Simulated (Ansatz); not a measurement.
# triplet CF2 at 6 levels

We compute a comparison of 6 runs (U-r2SCAN/STO-3G, U-revPBE/STO-3G, UBCCD(T)/STO-3G, UCCSDT(Q)/STO-3G, UCCSDT/STO-3G, UCCSD/STO-3G) of triplet CF2. 

The calculation is run with Ansatz 0.2.0.

40 further runs of the same task are left out: 4 that didn't finish, 36 set aside as unsound or not needed.

**1. Starting point**

CF2 has 3 atoms, charge 0, and is taken as a triplet. SMILES of the parent species: `F[C]F`. Geometry: relaxed at GFN2-xTB. That shape belongs to the parent species and isn't relaxed for this state.

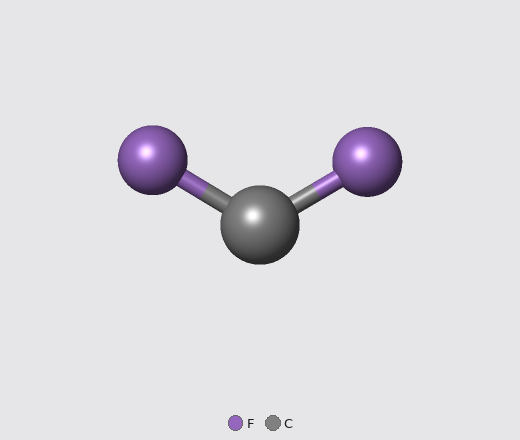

The structure, seen from a chosen angle (fluorine purple, carbon grey).

**2. The energy at U-r2SCAN/STO-3G (run 1)**

molecule.yaml reads:

```yaml
crystal:
  periodic: [false, false, false]
  atoms:
    - {symbol: F, position_ang: [0.396940, 1.032800, 0.332770]}
    - {symbol: C, position_ang: [0.326820, -0.272180, 0.149730]}
    - {symbol: F, position_ang: [-0.723760, -0.760620, -0.482500]}
basis:
  gaussian:
    orbitals: STO-3G
accuracy: high
hamiltonian:
  xc: r2scan
magnetization:
  spin_polarized: true
  initial_magnetization: 2
```

Run with:

```
$ ansatz run molecule.yaml --threads 1 --pin off --max-ram 2610MiB --events-out events.jsonl --progress --plain --runs-dir runs
```

The program printed:

```text
Warning: RAYON_NUM_THREADS=1 ignored (pool sized by the plan → 1); use --threads N
Functional definition: r2SCAN
  name "r2SCAN"
  parameter k0 = 0.174
  parameter k1 = 0.065
  parameter a1 = 4.9479
  exchange = r2scan_x(k0 = k0, k1 = k1, a1 = a1)
  correlation = r2scan_c
250 factors; integrals over basis functions are off by at most 3.4e-8 eV
mean field evaluation 1: about -6372.1553 eV, gradient 1.1e1 eV
mean field evaluation 2: about -6371.8562 eV, gradient 1.4e1 eV
mean field evaluation 4: about -6373.1412 eV, gradient 2.6e-1 eV
mean field evaluation 8: about -6373.0811 eV, gradient 2.9e-2 eV
mean field evaluation 16: about -6373.0811 eV, gradient 1.9e-7 eV
mean field -6373.08112312 eV, -234.2064114450 hartree, gradient 1.2e-8 eV, S^2 2.001908; 0 other end points of the search recorded, 0 dependent functions left out
reference -6373.08112336 eV, -234.2064114538 hartree; 13, 11 occupied and 2, 4 virtual orbitals, 250 factors
Total energy: -6373.08112336 eV, -234.2064114538 hartree
```

Wall time 2.9 s (1 thread of Arm Neoverse V1, shared host); peak memory 0.18 GiB.

**3. The energy at U-revPBE/STO-3G (run 2)**

run.yaml reads:

```yaml
crystal:
  periodic: [false, false, false]
  atoms:
    - symbol: F
      position_ang: [0.396940, 1.032800, 0.332770]
    - symbol: C
      position_ang: [0.326820, -0.272180, 0.149730]
    - symbol: F
      position_ang: [-0.723760, -0.760620, -0.482500]
basis:
  gaussian:
    orbitals: STO-3G
hamiltonian:
  xc: {name: revPBE}
magnetization:
  spin_polarized: true
  initial_magnetization: 2
accuracy: high
```

Run with:

```
$ ansatz run run.yaml --threads 1 --pin off --max-ram 2610MiB --events-out events.jsonl --progress --plain --runs-dir runs
```

The program printed:

```text
Warning: RAYON_NUM_THREADS=1 ignored (pool sized by the plan → 1); use --threads N
Functional definition: revPBE
  name "revPBE"
  parameter kappa = 1.245
  parameter beta = 0.06672455060314922
  exchange = pbe_x(kappa = kappa, mu = beta*pi^2/3)
  correlation = pbe_c(beta = beta)
250 factors; integrals over basis functions are off by at most 3.4e-8 eV
mean field evaluation 1: about -6371.9043 eV, gradient 1.3e1 eV
mean field evaluation 2: about -6370.7182 eV, gradient 1.9e1 eV
mean field evaluation 4: about -6373.1965 eV, gradient 1.3e-1 eV
mean field evaluation 8: about -6373.1568 eV, gradient 8.1e-3 eV
mean field evaluation 16: about -6373.1568 eV, gradient 1.5e-8 eV
mean field -6373.15675685 eV, -234.2091909334 hartree, gradient 1.5e-8 eV, S^2 2.001138; 0 other end points of the search recorded, 0 dependent functions left out
reference -6373.15675785 eV, -234.2091909703 hartree; 13, 11 occupied and 2, 4 virtual orbitals, 250 factors
Total energy: -6373.15675785 eV, -234.2091909703 hartree
```

Wall time 1 s (1 thread of Arm Neoverse V1, shared host); peak memory 0.1 GiB.

Runs 3 to 4 aren't shown in full; the table further down has their settings and results.

**4. The energy at UCCSDT/STO-3G (run 5)**

job.yaml reads:

```yaml
crystal:
  periodic: [false, false, false]
  atoms:
    - {symbol: F, position_ang: [0.396940, 1.032800, 0.332770]}
    - {symbol: C, position_ang: [0.326820, -0.272180, 0.149730]}
    - {symbol: F, position_ang: [-0.723760, -0.760620, -0.482500]}
basis:
  gaussian:
    orbitals: STO-3G
accuracy: high
correlation:
  method: ccsdt
  frozen_orbitals: {C: 1, F: 1}
scf:
  omitted_lower_state_checks: [cluster_reference, increment]
magnetization:
  spin_polarized: true
  initial_magnetization: 2
```

Run with:

```
$ ansatz run job.yaml --threads 1 --pin off --max-ram 2610MiB --events-out events.jsonl --progress --plain --runs-dir runs
```

The program printed (excerpt; [...] marks lines left out):

```text
Warning: RAYON_NUM_THREADS=1 ignored (pool sized by the plan → 1); use --threads N
Functional definition: HF
  name "HF"
[...]
250 factors; integrals over basis functions are off by at most 3.4e-8 eV
[...]
mean field -6350.19298564 eV, -233.3652879069 hartree, gradient 1.3e-8 eV, S^2 2.005914; 0 other end points of the search recorded, 0 dependent functions left out
3 core orbitals not correlated: weight in the atoms' cores, before any rotation towards them, 1.000 or more for the frozen orbitals, at most 0.000 for the correlated occupied ones
reference -6350.19298564 eV, -233.3652879069 hartree; 10, 8 occupied and 2, 4 virtual orbitals, 250 factors
second order -1.69037899 eV of doubles, -0.00000000 eV of singles
cycle   1  -1.95428017 eV  change   -2.6e-1 eV  update   7.4e-2
[...]
cycle  24  -2.32766760 eV  change   -1.8e-9 eV  update   1.6e-9
Total energy: -6352.52065325 eV, -233.4508281136 hartree
Checks for a lower state left out: cluster_reference, increment
```

It took 0.48 s on 1 thread of Arm Neoverse V1, shared host.

**5. The energy at UCCSD/STO-3G (run 6)**

in.yaml reads:

```yaml
basis:
  gaussian:
    orbitals: STO-3G
crystal:
  periodic: [false, false, false]
  atoms:
    - {symbol: F, position_ang: [0.396940, 1.032800, 0.332770]}
    - {symbol: C, position_ang: [0.326820, -0.272180, 0.149730]}
    - {symbol: F, position_ang: [-0.723760, -0.760620, -0.482500]}
magnetization:
  spin_polarized: true
  initial_magnetization: 2
correlation:
  method: ccsd
  frozen_orbitals: {C: 1, F: 1}
accuracy: high
scf:
  omitted_lower_state_checks: [cluster_reference, increment]
```

Run with:

```
$ ansatz run in.yaml --threads 1 --pin off --max-ram 2610MiB --events-out events.jsonl --progress --plain --runs-dir runs
```

The program printed (excerpt; [...] marks lines left out):

```text
Warning: RAYON_NUM_THREADS=1 ignored (pool sized by the plan → 1); use --threads N
[... 2 set-up lines as earlier in the session ...]
[...]
250 factors; integrals over basis functions are off by at most 3.4e-8 eV
[...]
mean field -6350.19298564 eV, -233.3652879069 hartree, gradient 1.3e-8 eV, S^2 2.005914; 0 other end points of the search recorded, 0 dependent functions left out
3 core orbitals not correlated: weight in the atoms' cores, before any rotation towards them, 1.000 or more for the frozen orbitals, at most 0.000 for the correlated occupied ones
reference -6350.19298564 eV, -233.3652879069 hartree; 10, 8 occupied and 2, 4 virtual orbitals, 250 factors
second order -1.69037899 eV of doubles, -0.00000000 eV of singles
cycle   1  -1.95428018 eV  change   -2.6e-1 eV  update   6.8e-2
[...]
cycle  22  -2.19696470 eV  change  -3.7e-10 eV  update  4.2e-10
Total energy: -6352.38995034 eV, -233.4460248706 hartree
Checks for a lower state left out: cluster_reference, increment
```

Run time: 0.18 s. Hardware: 1 thread of Arm Neoverse V1, shared host.

**6. Overview of the runs**

```csv
run,level,frozen core orbitals,energy (Eh),⟨S²⟩,wall time
1,U-r2SCAN/STO-3G,–,-234.206411,2.002,2.9 s
2,U-revPBE/STO-3G,–,-234.209191,2.001,1 s
3,UBCCD(T)/STO-3G,3,-233.449635,2.006,0.24 s
4,UCCSDT(Q)/STO-3G,3,-233.450876,2.006,0.81 s
5,UCCSDT/STO-3G,3,-233.450828,2.006,0.48 s
6,UCCSD/STO-3G,3,-233.446025,2.006,0.18 s
```

**7. Results**

```
                                          quantity          value
                               run 6: total energy  -233.44602 Eh
run 6: correlation energy (3 core orbitals frozen)      -80.7 mEh
          run 6: ⟨S²⟩ of the reference determinant          2.006
                              run 6: T1 diagnostic          0.017
```

**Reading.** Totals of different functionals can't be ranked against each other. In runs 1, 2, 3, 4, 5, 6 the basis is minimal, so the values are rough. All runs together took 5.6 s, the longest 2.9 s.
